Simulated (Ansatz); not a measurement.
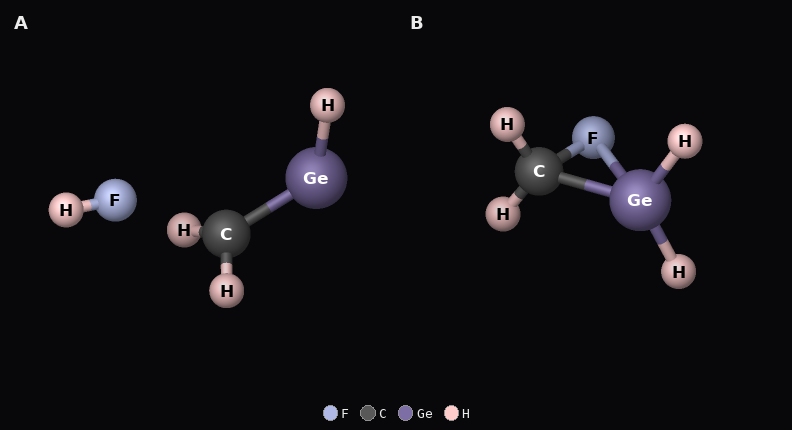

2 stationary structures of one formula. Charge +1, singlet. Geometries: PBE0-D4/def2-TZVP. Electronic energies: RHF-CCSD(T) (frozen core)/def2-TZVPP (Ansatz 0.2.0), without zero-point energy. No frequency run is at hand to confirm each as a minimum. Each is one conformer, not always the lowest.

**Which is lowest in energy, and by how much?**

B is lowest (Cs); A lies 22.9 kcal/mol above it (Cs).

Give E(B) − E(A) in kcal/mol at these levels too: PBE-D4/def2-TZVPP; PBE0-D4/def2-TZVP; ωB97M-V/def2-TZVPP; r2SCAN-D4/def2-TZVPP; RHF-CCSD(T) (frozen core)/def2-TZVPP; PBE0-D4/def2-TZVPP; B3LYP-D4/def2-TZVPP.

```tsv
level	E(B) − E(A) (kcal/mol)
PBE-D4/def2-TZVPP	−24.2
PBE0-D4/def2-TZVP	−28.7
ωB97M-V/def2-TZVPP	−28.3
r2SCAN-D4/def2-TZVPP	−27.4
RHF-CCSD(T) (frozen core)/def2-TZVPP	−22.9
PBE0-D4/def2-TZVPP	−27.7
B3LYP-D4/def2-TZVPP	−22.4
```
